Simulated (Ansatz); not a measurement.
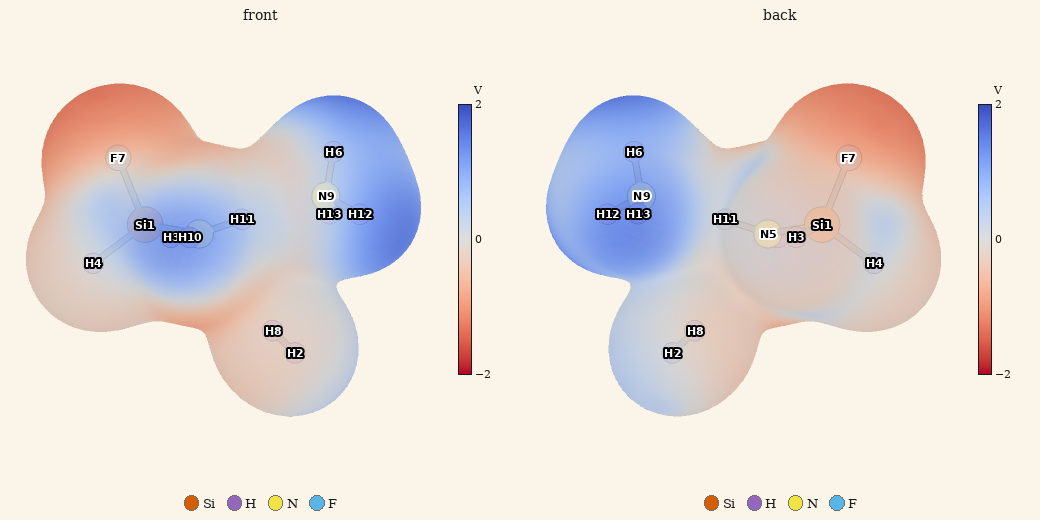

*FH4NSi···H2···NH3. The electrostatic potential painted on the density surface at 0.001 e/bohr³, seen from the front and from behind; the colour scale runs from red (negative) to blue (positive).*

The product side of a reaction path; geometry: PBE0-D4/def2-TZVP.

Theory: Ansatz 0.2.0, RKS PBE0-D4/def2-TZVPP.

The calculation's input:

```
crystal:
  periodic: [false, false, false]
  atoms:
    - {symbol: Si, position_ang: [-1.079516, 0.409750, 1.720104]}
    - {symbol: H, position_ang: [1.383347, -2.623242, -0.296647]}
    - {symbol: H, position_ang: [-1.859794, -0.638920, 1.021585]}
    - {symbol: H, position_ang: [-0.841590, 0.105319, 3.150365]}
    - {symbol: N, position_ang: [0.400342, 0.592610, 0.929259]}
    - {symbol: H, position_ang: [-0.099479, 1.012501, -2.638497]}
    - {symbol: F, position_ang: [-2.023661, 1.712366, 1.716257]}
    - {symbol: H, position_ang: [1.203229, -1.975595, 0.032234]}
    - {symbol: N, position_ang: [0.327687, 0.258087, -2.115012]}
    - {symbol: H, position_ang: [1.170133, 1.080373, 1.355928]}
    - {symbol: H, position_ang: [0.457041, 0.573716, -0.089114]}
    - {symbol: H, position_ang: [1.218769, 0.053818, -2.550893]}
    - {symbol: H, position_ang: [-0.256606, -0.560783, -2.235571]}
basis:
  gaussian: {orbitals: def2-TZVPP}
hamiltonian: {xc: pbe0, dispersion: d4}
output: {orbitals: {seedname: orbitals}}
```

Launched as:

```sh
ansatz run in.yaml --threads 8 --pin off --events-out ev --progress --plain --max-ram 19148MiB
```

Describe the electrostatic potential map.

The most negative region (about −1.2 V, or −28 kcal/mol for a unit charge) lies over F7, the most positive (about +1.5 V, or +35 kcal/mol for a unit charge) over H6 and H12.
